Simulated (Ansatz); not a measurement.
## Electronic structure of H₆Si₂···AsH₃ in real space

```xyz
12

Si   -0.9316   -0.7292   -0.6485
Si    0.3955   -1.1170    1.1377
H    -0.1799   -0.7720   -1.9355
H    -1.9452   -1.8316   -0.6941
H    -1.6888    0.5480   -0.5548
H     0.3879    1.5756    0.7339
As    1.0380    2.2938   -0.4227
H     1.8100   -0.6941    0.8990
H    -0.1123   -0.4071    2.3527
H     0.3972   -2.5847    1.4300
H    -0.3016    2.6815   -1.0284
H     1.1309    1.0368   -1.2693
```

Not at a stationary point (largest force 1.3 eV/Å).

Computed with Ansatz, RKS PBE0-D4/def2-SVP.

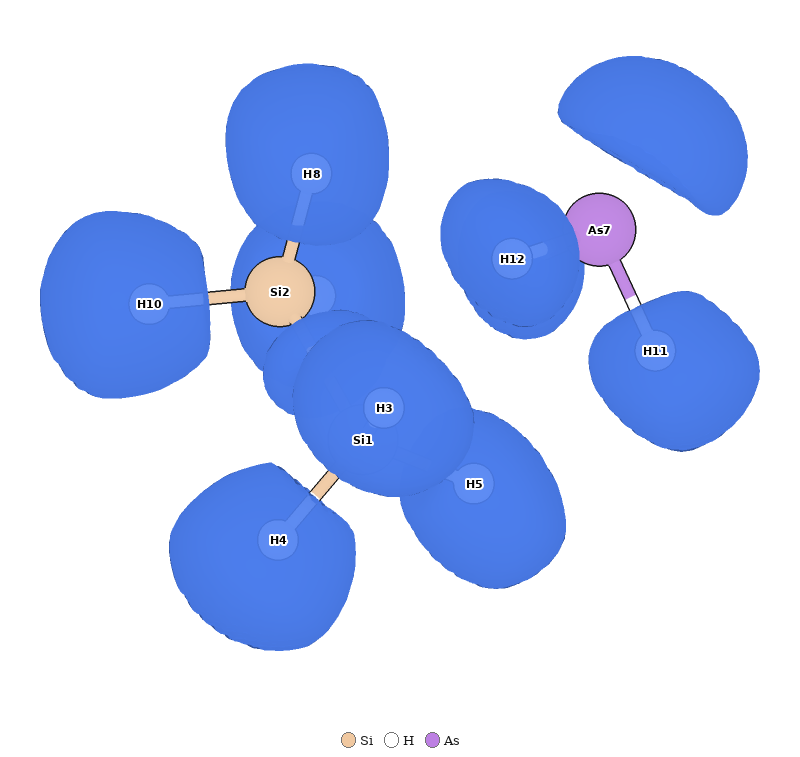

Figure 1. Isosurface of the electron localisation function at 0.85 (blue), seen at an oblique angle. Only the valence region is drawn (cores and ρ < 0.01 e/Å³ removed).

**What do the ELF domains correspond to?**

At this value the surface marks out one region between bonded Si–Si atoms (shared pairs), nine regions around hydrogen nuclei and one lobe on As, pointing away from the bonds (lone pairs). Profiles from the grid: Si2···H6 (2.72 Å): the ELF dips to about 0.05 between them. Si–Si (2.26 Å): the ELF peaks at about 1 between the atoms: a shared electron pair.

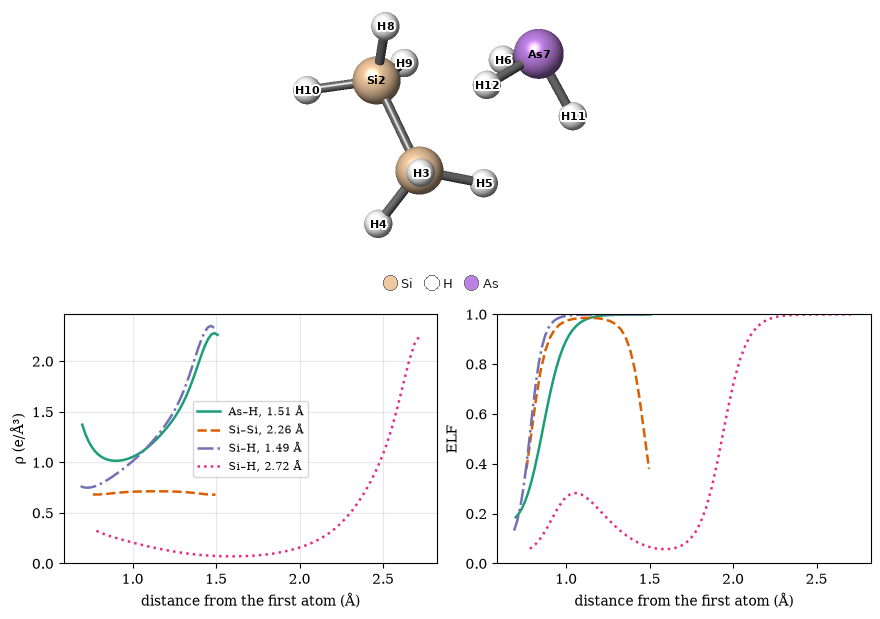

Figure 2. Total electron density and electron localisation function along straight lines between neighbouring atoms. The curves leave out the atomic cores. The structure is drawn too.

**Compare the contacts.**

As–H (1.51 Å): ρ at the midpoint is about 1.2 e/Å³; the ELF climbs to about 1 towards the hydrogen, as it does in any bond to H.
Si–Si (2.26 Å): the density is about 0.71 e/Å³ at the midpoint; the ELF peaks at about 1 between the atoms (localised, covalent bonding).
Si–H (1.49 Å): ρ at the midpoint is about 0.75 e/Å³; the ELF climbs to about 1 towards the hydrogen.
Si2···H6 (2.72 Å): the density falls to about 0.07 e/Å³ on the way; the ELF dips to about 0.05 between them.

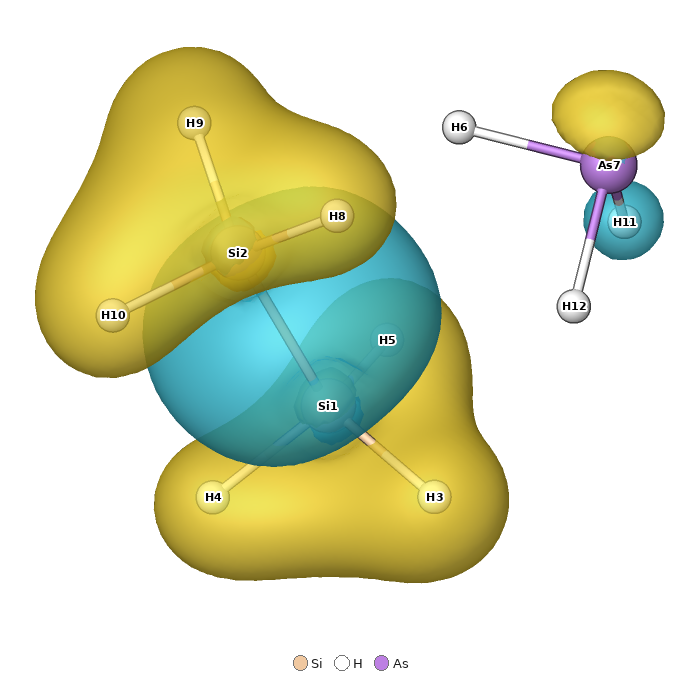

Figure 3. The HOMO−1 at ±0.08 Å⁻³ᐟ² (yellow and cyan are the two phases), seen at a tilt.

**Describe this orbital and give its energy.**

Its weight (Hirshfeld) is mainly on Si1 (about 35 %) and Si2 (about 35 %). Its energy is −8.62 eV.
